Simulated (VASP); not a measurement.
Band structure of GaP (zinc blende). Calculation: PBE GGA, VASP's PBE PAW potentials (set 64) (plane waves; VASP 6.6.1).

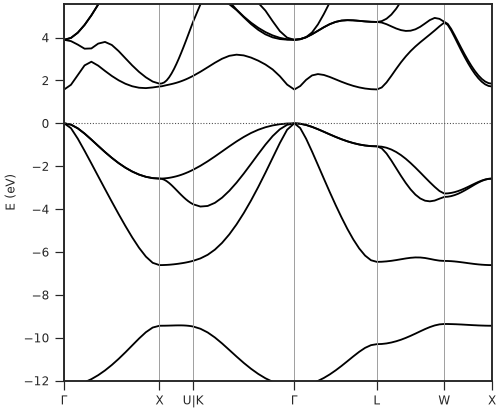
*Bands along high-symmetry lines, zero at the valence-band maximum or, without a gap, the Fermi level*

Question: Read the plot: is there a gap, and where are the band edges?

Answer: The gap is direct, 1.58 eV, from the valence maximum at Γ to the conduction minimum at Γ. (Edges off the drawn lines would not show.)

Measured: gap 2.43 eV (computed value off by -0.85 eV), as given by Wei Chen et al., Physical Review Materials (2018), doi:10.1103/physrevmaterials.2.073803 [zero-point renormalisation of 0.08 eV added back (the table's ZPR column)].

The compound is GaP in the zinc blende structure. It was relaxed first.
